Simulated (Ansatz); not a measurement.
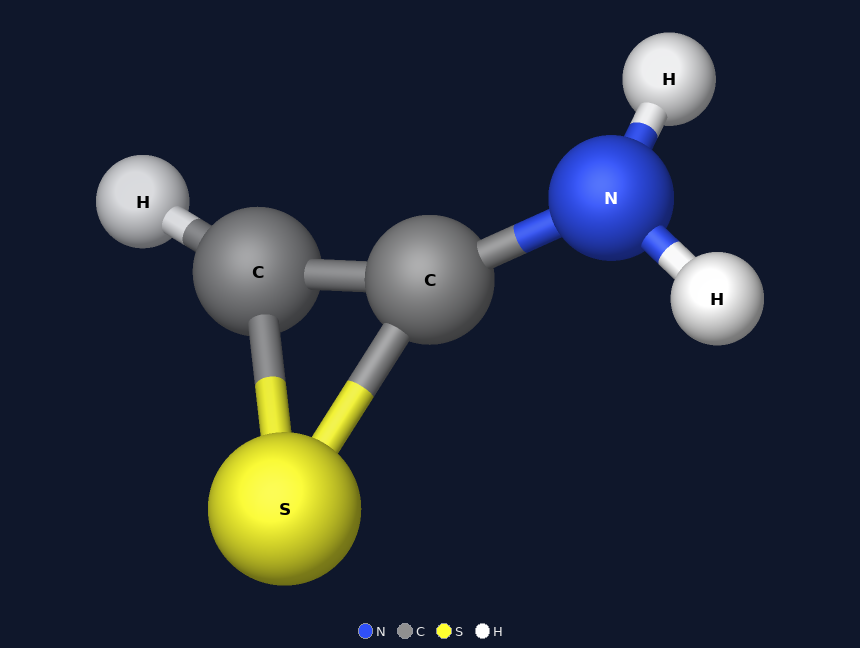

The structure as it stands in the input.

Ansatz 0.2.0 input:

```yaml
crystal:
  periodic: [false, false, false]
  atoms:
    - {symbol: N, position_ang: [-0.496633, 1.059752, -0.387889]}
    - {symbol: C, position_ang: [0.023520, -0.143192, -0.097804]}
    - {symbol: C, position_ang: [0.821821, -0.910041, 0.552770]}
    - {symbol: S, position_ang: [-0.114031, -1.783175, -0.803962]}
    - {symbol: H, position_ang: [-1.376606, 1.060679, -0.875141]}
    - {symbol: H, position_ang: [-0.383762, 1.786928, 0.300176]}
    - {symbol: H, position_ang: [1.586992, -1.139147, 1.266147]}
basis:
  gaussian: {orbitals: def2-SVPD, final_grid: {core_spheres: 20, valence_spheres: 16, degree: 47}}
hamiltonian: {xc: {name: SVWN5}}
accuracy: high
```

It was started with:

```sh
ansatz run in.yaml --threads 2 --pin off --events-out ev --progress --plain --max-ram 4352MiB
```

Result:

```
Functional definition: SVWN5
  name "SVWN5"
  cite "Dirac, Proc. Camb. Phil. Soc. 26, 376 (1930) doi:10.1017/S0305004100016108"
  cite "Slater, Phys. Rev. 81, 385 (1951) doi:10.1103/PhysRev.81.385"
  cite "Vosko, Wilk & Nusair, Can. J. Phys. 58, 1200 (1980) doi:10.1139/p80-159"
  exchange = slater_x
  correlation = vwn5_c
2211 factors; integrals over basis functions are off by at most 3.3e-9 eV
mean field evaluation 1: about -14361.9545 eV, gradient 6.4e1 eV
mean field evaluation 2: about -14337.1393 eV, gradient 1.1e2 eV
mean field evaluation 4: about -14371.2196 eV, gradient 1.1e1 eV
mean field evaluation 8: about -14371.5277 eV, gradient 1.5e-1 eV
mean field evaluation 16: about -14371.5255 eV, gradient 2.3e-5 eV
mean field -14371.52553393 eV, -528.1438220020 hartree, gradient 1.6e-8 eV, S^2 0.000000; 0 other end points of the search recorded, 0 dependent functions left out
reference -14371.52553785 eV, -528.1438221460 hartree; 19, 19 occupied and 92, 92 virtual orbitals, 2211 factors
Total energy: -14371.52553785 eV, -528.1438221460 hartree
```

Self-consistency was reached.
